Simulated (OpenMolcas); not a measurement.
**Rh²⁺ among point charges: CASSCF and CASPT2 levels and susceptibility**

Aim: the splitting of the states of Rh²⁺ in the field of 5 point charges, its lowest levels with spin-orbit coupling and its magnetic susceptibility.

The numbers are computed with OpenMolcas 26.06 (state-averaged CASSCF and CASPT2, spin-orbit coupling by RASSI with atomic mean-field integrals), except any that are marked as measured or tabulated.

## Step 1: The system

| Property | Result |
| --- | --- |
| Species | Rh²⁺ (rhodium, Z = 45, 43 electrons) |
| Basis | ANO-RCC-VDZP [6s5p3d1f], 43 functions |
| Scalar Hamiltonian | DKH2, point nucleus |
| Inactive shells | 1s 2s 2p 3s 3p 3d 4s 4p |
| Active space | 7 electrons in 5 orbitals (4d) |
| Some configurations of this space | 4d⁷ |
| Orbitals | optimised for each spin and parity, averaged over all roots |

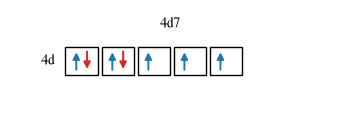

The shells outside the core, filled by Hund's rule for the drawing.

The ion sits among 5 point charges of -2 e arranged as a trigonal bipyramid (D3h), 2.31 Å from the ion, with the axial distance 2.518 Å.

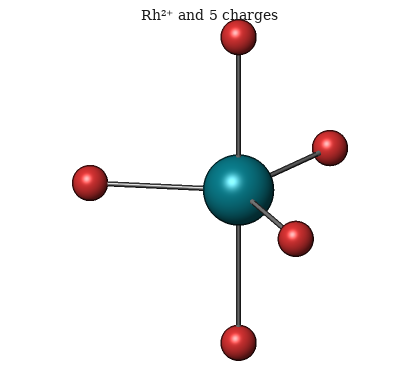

The ion and the point charges (red).

The work runs as a chain of OpenMolcas steps in one folder; each step below is one input file. Labels, J, g values, rates, χT and fits are worked out afterwards by a script from the matrices that RASSI stores.

## Step 2: GATEWAY and SEWARD: basis and integrals

File a.inp:

```
&GATEWAY
Coord
1

Rh 0.0 0.0 0.0
Basis=ANO-RCC-VDZP
Group=NoSym
NoMove
AngMom=0.0 0.0 0.0
AMFI
XField
5 Angstrom 0
2.310000 0.000000 0.000000 -2.000000
-1.155000 2.000519 0.000000 -2.000000
-1.155000 -2.000519 0.000000 -2.000000
0.000000 0.000000 2.517900 -2.000000
0.000000 0.000000 -2.517900 -2.000000
&SEWARD
```

Run with:

```sh
$ OMP_NUM_THREADS=1 MOLCAS_MEM=1689 MOLCAS_PROJECT=a pymolcas a.inp > a.log
```

## Step 3: Reference wave functions, quartets, 10 roots

File a.inp:

```
&RASSCF
FileOrb=start.orb
Symmetry=1
Spin=4
nActEl=7 0 0
Inactive=18
Ras2=5
CIRoot=10 10 1
SDav=10
CIMx=300
Iter=120 100
PrWF=0.3
OrbListing=Nothing
MaxOrb=0
>>> COPY $Project.JobIph JOB001
```

start.orb holds the contracted functions of the basis, ordered by shell, or the orbitals of the step before.

## Step 4: Reference wave functions, doublets, 40 roots

File a.inp:

```
&RASSCF
FileOrb=start.orb
Symmetry=1
Spin=2
nActEl=7 0 0
Inactive=18
Ras2=5
CIRoot=40 40 1
SDav=40
CIMx=300
Iter=120 100
PrWF=0.3
OrbListing=Nothing
MaxOrb=0
>>> COPY $Project.JobIph JOB002
```

## Step 5: RASSI: spin-orbit coupling between the states

File a.inp:

```
&RASSI
NrOfJobIphs=2 10 40
1 2 3 4 5 6 7 8 9 10
1 2 3 4 5 6 7 8 9 10 11 12 13 14 15 16 17 18 19 20 21 22 23 24 25 26 27
28 29 30 31 32 33 34 35 36 37 38 39 40
IphNames
JOB001
JOB002
EJob
SpinOrbit
DIPRint=1.0
SOCoupling=1000.0
Subsets=2
Property=9
'ANGMOM' 1 'ANGMOM' 2 'ANGMOM' 3 'MLTPL  1' 1 'MLTPL  1' 2 'MLTPL  1' 3
'AMFI' 1 'AMFI' 2 'AMFI' 3
SOProperty=3
'ANGMOM' 1 'ANGMOM' 2 'ANGMOM' 3
```

## Step 6: CASPT2: IPEA 0.25, imaginary shift 0.1 (closed shells correlated: 4s 4p)

File a.inp:

```
>>> COPY JOB001 $Project.JobIph
&CASPT2
Multistate=10 1 2 3 4 5 6 7 8 9 10
NoMult
Frozen=14
IPEA=0.25
Imaginary=0.1
MaxIter=60
WThr=0.0 0.3 0.05
PrWF=0.5
NoMix
>>> COPY JOB002 $Project.JobIph
&CASPT2
Multistate=40 1 2 3 4 5 6 7 8 9 10 11 12 13 14 15 16 17 18 19 20 21 22
23 24 25 26 27 28 29 30 31 32 33 34 35 36 37 38 39 40
NoMult
Frozen=14
IPEA=0.25
Imaginary=0.1
MaxIter=60
WThr=0.0 0.3 0.05
PrWF=0.5
NoMix
```

(Steps that only read results are left out.)

What does the calculation give? Wanted: spin-free ground state; first state of the same spin within the active space; lowest level; next level.

As calculated:

| quantity | value |
| --- | --- |
| method | SS-CASPT2, IPEA 0.25, imaginary shift 0.1 (closed shells correlated: 4s 4p) |
| spin-free ground state | 4A2, 1-fold in its orbital part |
| first state of the same spin within the active space | 4A1 at 386 cm⁻¹ |
| lowest level | 2-fold E3/2, g = 0.00, 0.00, 11.93 |
| next level | 296.2 cm⁻¹ |
| χT at 300 K | 4.67 cm³ K/mol |
| effective moment at 300 K | 6.11 μB |

Cost by method:

| method | time of its own steps | time with the reference |
| --- | --- | --- |
| A. CASSCF | 14 s | 14 s |
| B. SS-CASPT2, IPEA 0.25, imaginary shift 0.1, +4s 4p | 5.9 s | 20 s |

Times are of one thread on a shared host.

What this shows: The spin-free ground state (4A2) comes to 100 % from free-ion F terms and keeps the highest spin of the shell. χT at 300 K is 4.67, against 1.88 cm³ K/mol for the spin alone, so orbital moment adds to it. An active space of the d shell alone favours high spin; real ions in strong fields can be low spin. CASPT2 does not keep the components of a term degenerate, and the means are used. The field of point charges can differ much from that of real complexes. With metal d orbitals alone active, the gaps between spin states are rough; where two lie within a few thousand cm-1, their order is open. This is an electrostatic model: the charges have no orbitals.
